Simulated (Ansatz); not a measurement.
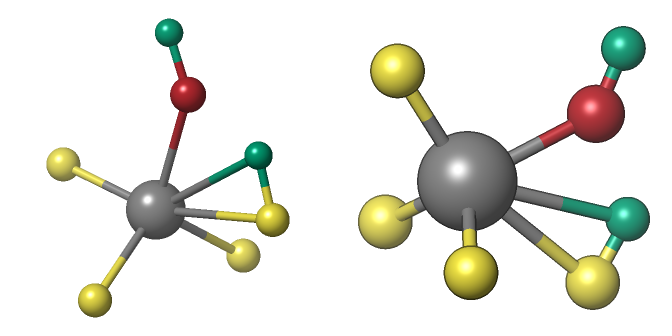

Both panels show the same species. Colours: hafnium grey, fluorine yellow, hydrogen teal, oxygen red.

The species is neutral and a spin singlet.

What does the picture show?

The molecule is F₄H₂HfO. The point group is Cs. Coordination, clear cases only: 1 O bent.

More results for the same structure follow; atom numbers are the same in all pictures, views and colours differ. The computed structure is the end point of a PBE0-D4/def2-TZVP optimisation.

## Vibrations

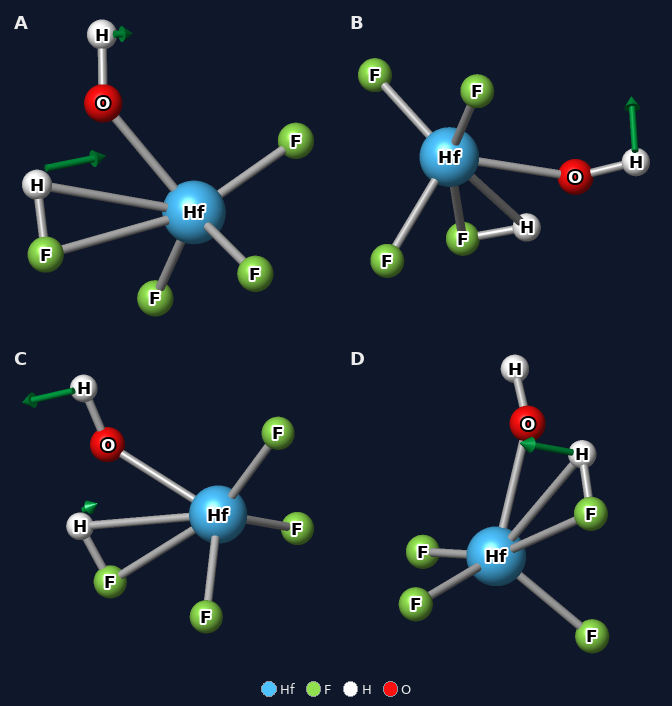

4 normal modes of one molecule or complex, as arrows. Harmonic vibrations computed with RKS PBE0-D4/def2-TZVP, core potentials on Hf (Ansatz 0.2.0) at a stationary point of the same level.

Match the panels to the wavenumbers 283 cm⁻¹, 550 cm⁻¹, 816 cm⁻¹, 1046 cm⁻¹.

Answer. A: 1046 cm⁻¹
B: 283 cm⁻¹, a torsion or out-of-plane motion in which bond lengths and bond angles hardly change
C: 550 cm⁻¹
D: 816 cm⁻¹, F–Hf–H bending

## Dipole moment

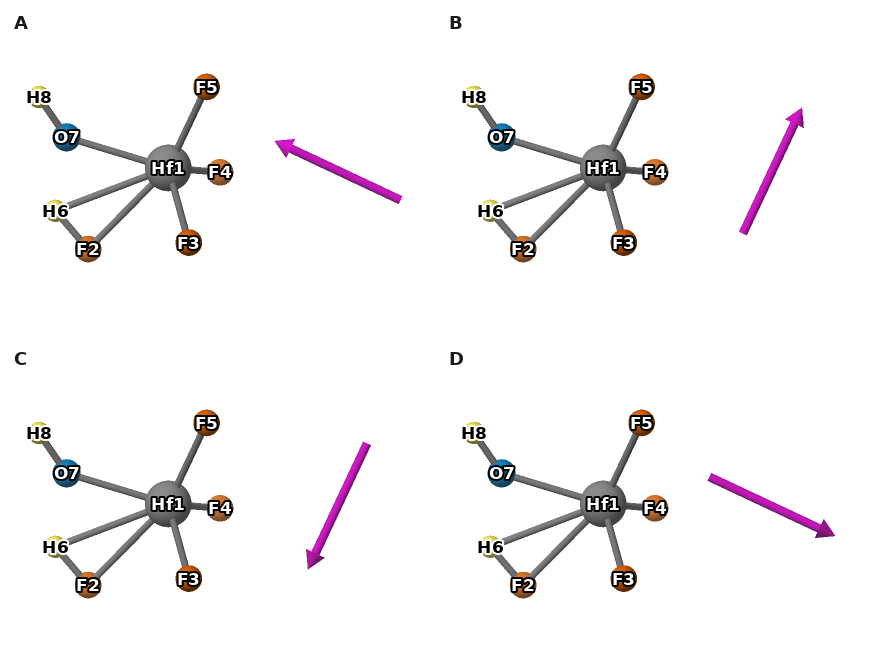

The same molecule four times, each with an arrow. Level of theory: RKS PBE0-D4/def2-TZVP, core potentials on Hf (Ansatz 0.2.0).

Which arrow points along the dipole moment, from the negative to the positive end?

Answer. A. The dipole moment is 3.44 D; it points from the side of F3, F4 to the side of H8 (the outermost atoms at the two ends).

## Charges

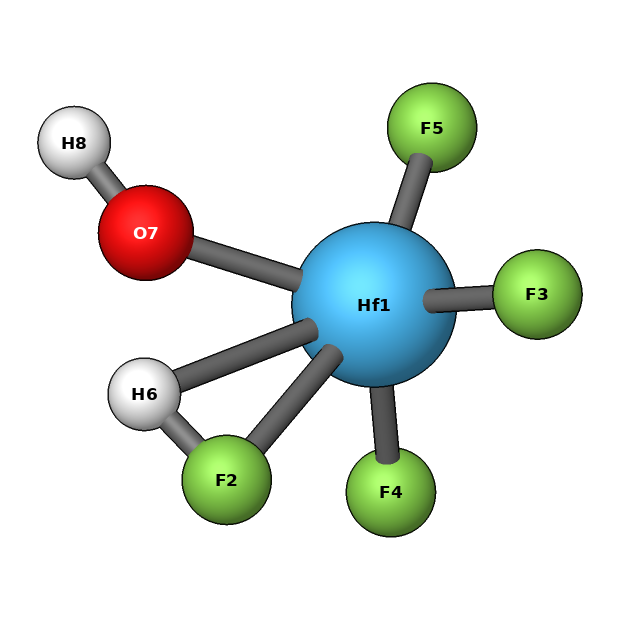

The questions are on Mulliken charges. Level of theory: RKS PBE0-D4/def2-TZVP, core potentials on Hf (Ansatz 0.2.0).

List the Mulliken charges.

| atom | value (e) |
| --- | --- |
| Hf1 | 1.65 |
| F2 | −0.37 |
| F3 | −0.42 |
| F4 | −0.42 |
| F5 | −0.42 |
| H6 | 0.43 |
| O7 | −0.79 |
| H8 | 0.35 |

## Thermal motion

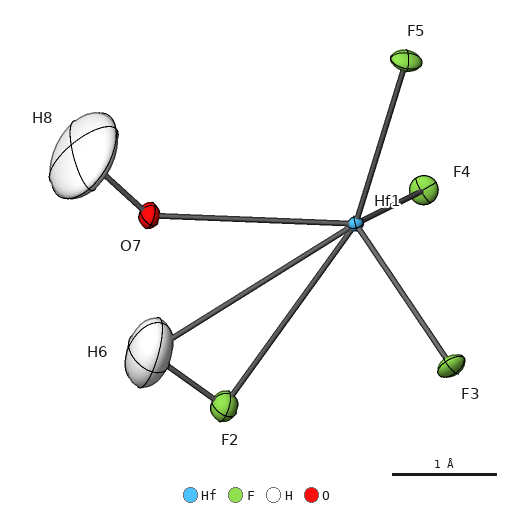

Displacement ellipsoids at the 50 % level, enlarged 1.5 times, from the internal vibrations of the free molecule (harmonic, no overall translation or rotation; no half-axis is drawn under 0.075 Å). Vibrations computed with RKS PBE0-D4/def2-TZVP, core potentials on Hf (Ansatz 0.2.0). Temperature: 0 K (zero-point motion alone).

Which atom moves most?

Answer. H8, with U_eq = 0.0354 Å².

Does H8 move more along its bond or across it?

Answer. Across it: the root-mean-square amplitude is 0.076 Å along the bond and up to 0.259 Å across, since bending and torsion are softer than stretching.

List U_eq and the three principal root-mean-square amplitudes for each kind of atom.

| atom | U_eq (Å²) | rms amplitudes (Å) |
| --- | --- | --- |
| Hf1 | 0.00015 | 0.011, 0.012, 0.013 |
| F2 | 0.0043 | 0.055, 0.064, 0.075 |
| F3, F4 | 0.0030 | 0.038, 0.060, 0.063 |
| F5 | 0.0033 | 0.037, 0.064, 0.066 |
| H6 | 0.0179 | 0.090, 0.150, 0.152 |
| O7 | 0.0032 | 0.042, 0.049, 0.074 |
| H8 | 0.0354 | 0.076, 0.183, 0.259 |

Mulliken values depend strongly on the basis set and can even reverse the polarity of a bond.
